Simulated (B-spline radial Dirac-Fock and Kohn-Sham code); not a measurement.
Lu²⁺ in the configuration [Xe] 4f14 6s1. Level of theory: Dirac–Fock ΔSCF energies in intermediate coupling of the two holes, Coulomb rates, valence shells as spectators; calculated with a B-spline radial code. The Auger rates hold no Breit term, so K-L1L2 is up to 30 % low in heavy atoms.

Predict the main features of the following plot. The Auger multiplet of a K hole with both final holes in L123, lines labelled by the leading pair of holes and J, as sticks. Kinetic energies count from the vacuum level; very weak lines are left out. Lines are named by their largest jj component, which in light atoms can differ from the customary names.

The strongest line is K-L2L3 J=2 at 43.453 keV (38 % of the multiplet), followed by K-L1L2 J=1 at 41.849 keV (16 %), K-L3L3 J=2 at 44.584 keV (13 %), K-L1L3 J=1 at 42.932 keV (12 %). The lines shown span 41.32 keV to 44.58 keV.

Here it is:

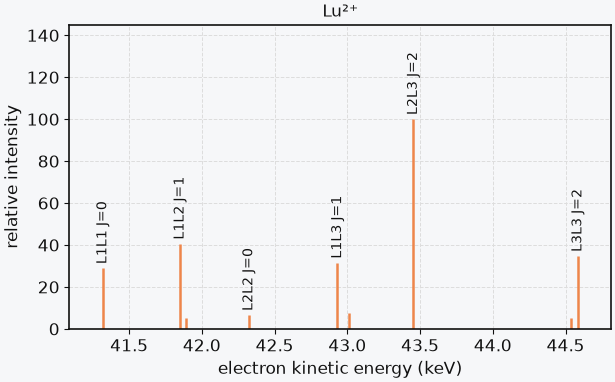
